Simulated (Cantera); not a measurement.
Feed: 1 mol BF3, 2.3 mol N2, 1.4 mol O2, equilibrated at 0.0975 Torr.

These are equilibrium values from Cantera (NASA tables, ideal gas, pure condensed phases), not measurements of a reactor. Candidate condensed phases: B, BN, B2O3; 31 gas species. The tables' values for BF2 are old estimates; treat these amounts as uncertain. The numbers say what is thermodynamically allowed, not how fast it happens.

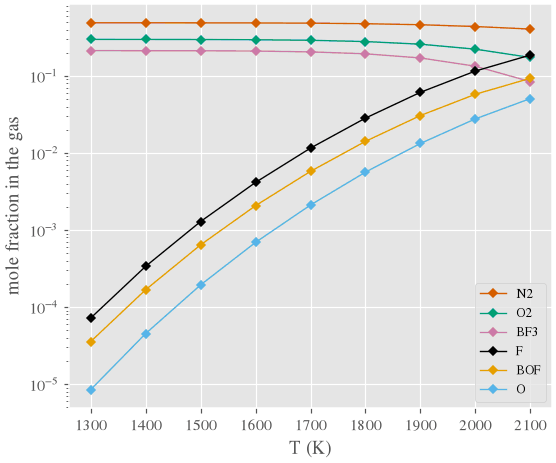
Equilibrium gas composition (values under 1e-9 drawn at 1e-9)

Read off the mole fractions at 2100 K.

N2 about 0.41, F about 0.19, O2 about 0.17, BOF about 0.093, BF3 about 0.084, O about 0.051.
